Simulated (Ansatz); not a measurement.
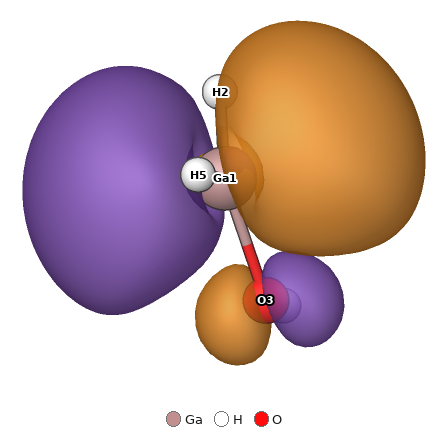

Figure. GaH₃O. One frontier orbital at ±0.08 Å⁻³ᐟ² (orange and purple are the two phases), seen at an oblique angle.

The calculation used RKS B3LYP/def2-SVP in Ansatz 0.2.0.

```xyz
5

Ga    0.2519   -0.0750    0.3258
H     0.2274   -0.0312    1.8955
O     1.8132   -0.4239   -0.4868
H     2.5629   -0.5690    0.1045
H    -0.9206    0.1472   -0.6804
```

**Which orbital is it: HOMO or LUMO?**

The LUMO, at −1.35 eV. By Hirshfeld shares it lies mainly on Ga1 (about 80 %) and O3 (about 10 %); it changes sign across the molecular plane (π type).
